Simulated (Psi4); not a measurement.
# UPBE0/6-31G (sweep point 3) run of [BPH4]− (SMILES [BH2-]P)

What is the energy change on altering one bond length of [BPH4]− at UPBE0/6-31G (sweep point 3)? 

The calculation is run with Psi4 1.11.

### Step 1. The structure to begin with

[BPH4]−: 6 atoms, total charge -1, spin state doublet. SMILES: `[BH2-]P`. Geometry: relaxed at GFN2-xTB.

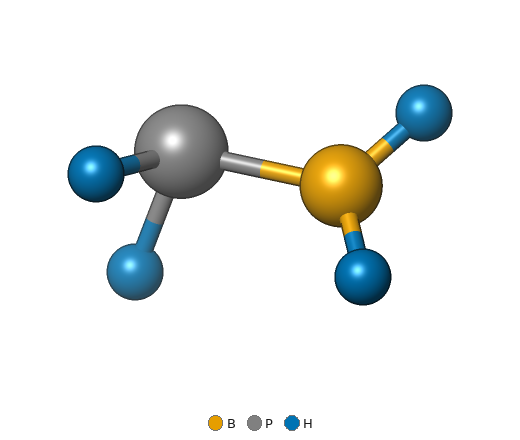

Viewed from a chosen angle; boron amber, phosphorus grey, hydrogen blue.

### Step 2. The energy at UPBE0/6-31G (sweep point 3)

The input, input.inp:

```
memory 1600 MB

molecule system {
  -1 2
  B      0.058330    -0.904490    -0.063420
  P      0.594500     0.859390    -0.069700
  H     -1.074820    -1.226640     0.137320
  H      0.887520    -1.733390    -0.266300
  H     -0.421990     1.553630    -0.816460
  H     -0.043540     1.451500     1.078550
  symmetry c1
}

set globals {
  basis                6-31G
  reference            uks
  puream               true
  scf_type             pk
  dft_radial_points    99
  dft_spherical_points 590
  maxiter              150
}

e_tot = energy("pbe0")
```

The run is started by

```sh
$ psi4 -n 1 input.inp input.out
```

input.out:

```text
[...]
  Running in c1 symmetry.
[...]
  Nuclear repulsion =   46.180807373407774
[...]
  Multiplicity = 2
[...]
  Nalpha       = 13
  Nbeta        = 12
[...]
    Number of basis functions: 30
[...]
   @UKS iter   1:  -368.15913945945931   -2.39333e-01   1.50209e-02 DIIS/ADIIS
[...]
   @UKS iter   8:  -368.32832813307402   -4.86062e-08   9.28777e-07 DIIS
[...]
   @S^2 Observed:                7.554347308E-01
[...]
    Orbital Energies [Eh]
    ---------------------
    Alpha Occupied:
       1A    -76.974381     2A     -6.509549     3A     -6.380956
       4A     -4.516702     5A     -4.515635     6A     -4.510086
       7A     -0.450555     8A     -0.270148     9A     -0.173558
      10A     -0.145454    11A     -0.106151    12A     -0.027375
      13A      0.068875
    Alpha Virtual:
      14A      0.270206    15A      0.298298    16A      0.327784
      17A      0.402714    18A      0.418243    19A      0.513038
      20A      0.531766    21A      0.556418    22A      0.593722
      23A      0.683956    24A      0.699870    25A      0.752139
[...]
  @UKS Final Energy:  -368.32832813307402
   => Energetics <=
    Nuclear Repulsion Energy =             46.1808073734077738
    One-Electron Energy =                -604.5202689172490409
    Two-Electron Energy =                 211.8308570329905365
    DFT Exchange-Correlation Energy =     -21.8197236222233144
    Empirical Dispersion Energy =           0.0000000000000000
    VV10 Nonlocal Energy =                  0.0000000000000000
    Total Energy =                       -368.3283281330740238
[...]
 Multipole Moments:
 ------------------------------------------------------------------------------------
     Multipole            Electronic (a.u.)      Nuclear  (a.u.)        Total (a.u.)
 ------------------------------------------------------------------------------------
 L = 1.  Multiply by 2.5417464519 to convert [e a0] to [Debye]
 Dipole X            :          1.9635867           -1.9647676           -0.0011809
 Dipole Y            :          1.5327200           -0.5670128            0.9657072
 Dipole Z            :         -0.3054835            0.3604188            0.0549353
 Magnitude           :                                                    0.9672692
[...]
```

Run time: 7.5 s. Hardware: 1 thread of Intel Xeon Platinum 8488C (Sapphire Rapids), shared host; peak memory 0.49 GiB.

### Step 3. The distorted shape at the same level

The input, job.dat:

```
memory 1600 MB

molecule m {
  -1 2
  B     -0.356261    -0.490044     0.038019
  P      0.179909     1.273836     0.031739
  H     -1.489411    -0.812194     0.238759
  H      0.887520    -1.733390    -0.266300
  H     -0.836581     1.968076    -0.715021
  H     -0.458131     1.865946     1.179989
  symmetry c1
}

set globals {
  basis 6-31G
  reference uks
  puream true
  scf_type pk
  dft_radial_points 99
  dft_spherical_points 590
  maxiter 150
}

energy('pbe0')
```

The run is started by

```sh
$ psi4 -n 1 job.dat job.out
```

job.out:

```text
[...]
  Running in c1 symmetry.
[...]
  Nuclear repulsion =   44.873264460099001
[...]
  Multiplicity = 2
[...]
  Nalpha       = 13
  Nbeta        = 12
[...]
    Number of basis functions: 30
[...]
   @UKS iter   1:  -368.12059614741941   -3.16490e-01   1.39547e-02 ADIIS/DIIS
[...]
   @UKS iter  10:  -368.27280307365243   -7.35395e-09   2.81364e-07 DIIS
[...]
   @S^2 Observed:                7.637461422E-01
[...]
    Orbital Energies [Eh]
    ---------------------
    Alpha Occupied:
       1A    -76.990117     2A     -6.568553     3A     -6.397024
       4A     -4.532634     5A     -4.531677     6A     -4.526115
       7A     -0.467339     8A     -0.266716     9A     -0.188397
      10A     -0.163261    11A     -0.065876    12A     -0.036316
      13A      0.052526
    Alpha Virtual:
      14A      0.247022    15A      0.259129    16A      0.289817
      17A      0.333458    18A      0.406036    19A      0.502557
      20A      0.519566    21A      0.548934    22A      0.569090
      23A      0.677069    24A      0.714524    25A      0.791770
[...]
  @UKS Final Energy:  -368.27280307365243
   => Energetics <=
    Nuclear Repulsion Energy =             44.8732644600990014
    One-Electron Energy =                -601.5269057900753751
    Two-Electron Energy =                 210.1174015876263468
    DFT Exchange-Correlation Energy =     -21.7365633313023991
    Empirical Dispersion Energy =           0.0000000000000000
    VV10 Nonlocal Energy =                  0.0000000000000000
    Total Energy =                       -368.2728030736524829
[...]
 Multipole Moments:
 ------------------------------------------------------------------------------------
     Multipole            Electronic (a.u.)      Nuclear  (a.u.)        Total (a.u.)
 ------------------------------------------------------------------------------------
 L = 1.  Multiply by 2.5417464519 to convert [e a0] to [Debye]
 Dipole X            :          1.1887519           -1.5931376           -0.4043857
 Dipole Y            :          2.4614392           -0.9385128            1.5229264
 Dipole Z            :         -0.1072288            0.2694912            0.1622624
 Magnitude           :                                                    1.5840334
[...]
```

It took 8.7 s on 1 thread of Intel Xeon Platinum 8488C (Sapphire Rapids), shared host; peak memory 0.49 GiB.

### Step 4. Outcome

At UPBE0/6-31G (sweep point 3):

```
                                                         quantity          value
                                        first shape: total energy  -368.32833 Eh
                  first shape: HOMO energy (highest over α and β)        1.87 eV
                   first shape: LUMO energy (lowest over α and β)        5.38 eV
                                                first shape: ⟨S²⟩          0.755
                                    distorted shape: total energy  -368.27280 Eh
              distorted shape: HOMO energy (highest over α and β)        1.43 eV
               distorted shape: LUMO energy (lowest over α and β)        5.05 eV
                                            distorted shape: ⟨S²⟩          0.764
energy change with the B1–H4 bond stretched from 1.190 to 1.785 Å       1.511 eV
```

**Reading.** With the B1–H4 bond stretched from 1.190 to 1.785 Å the energy rises by 1.51 eV (35 kcal/mol). The first shape isn't relaxed at this level, so the change isn't measured from a minimum. The HOMO (first shape) lies at positive energy, 1.87 eV; only total energies tell whether the electron is bound. The HOMO (distorted shape) lies at positive energy, 1.43 eV; only total energies tell whether the electron is bound.
